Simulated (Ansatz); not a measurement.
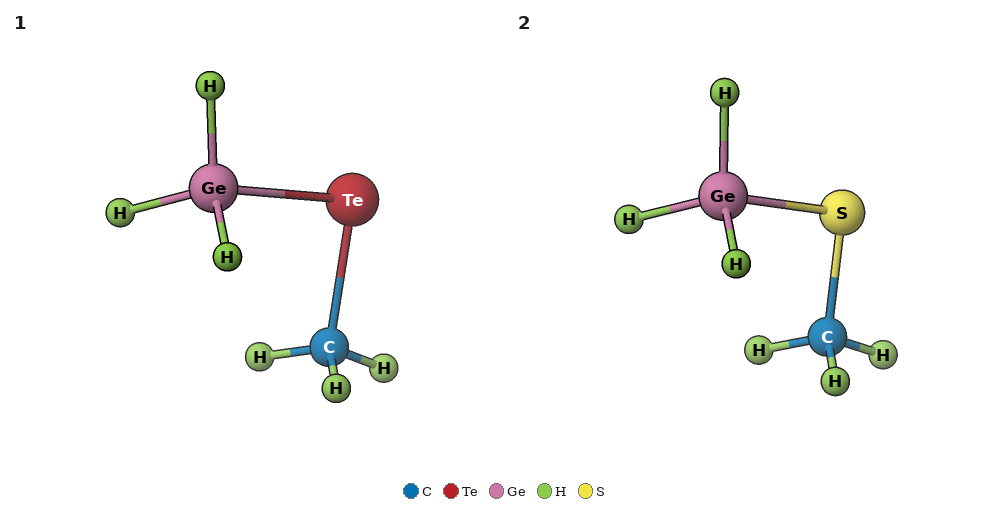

2 molecules with one skeleton, seen from the same side and at one scale. Charge 0, singlet. Computed geometries: PBE0-D4/def2-TZVP optimisations, one conformation each. Properties computed with Ansatz 0.2.0. Elements past Kr carry core potentials.

One atom differs, called X below: Te in panel 1, S in panel 2. Their formulas are CH6GeTe (`C[Te][GeH3]`), CH6GeS (`C[S][GeH3]`).

### In which is the HOMO energy (Kohn–Sham orbital) higher (PBE0-D4/def2-SVP)?

In panel 1 (X = Te).

### In which is the HOMO–LUMO gap larger (PBE0-D4/def2-SVP)?

In panel 2 (X = S).

Give the values. With PBE0-D4/def2-TZVP: length of X–C (Å), length of X–Ge (Å), angle C–X–Ge (°). With PBE0-D4/def2-SVP: HOMO energy (Kohn–Sham orbital) (eV), HOMO–LUMO gap (eV). With r2SCAN-D4/def2-TZVPP: dipole moment (D).

```json
{"quantity": "length of X–C (Å)", "1 (Te)": "2.149", "2 (S)": "1.813", "2 − 1": "−0.336"}
{"quantity": "length of X–Ge (Å)", "1 (Te)": "2.547", "2 (S)": "2.212", "2 − 1": "−0.335"}
{"quantity": "angle C–X–Ge (°)", "1 (Te)": "94.1", "2 (S)": "99.2", "2 − 1": "+5.1"}
{"quantity": "HOMO energy (Kohn–Sham orbital) (eV)", "1 (Te)": "−5.97", "2 (S)": "−6.67", "2 − 1": "−0.70"}
{"quantity": "HOMO–LUMO gap (eV)", "1 (Te)": "5.40", "2 (S)": "7.12", "2 − 1": "+1.72"}
{"quantity": "dipole moment (D)", "1 (Te)": "1.17", "2 (S)": "1.45", "2 − 1": "+0.28"}
```
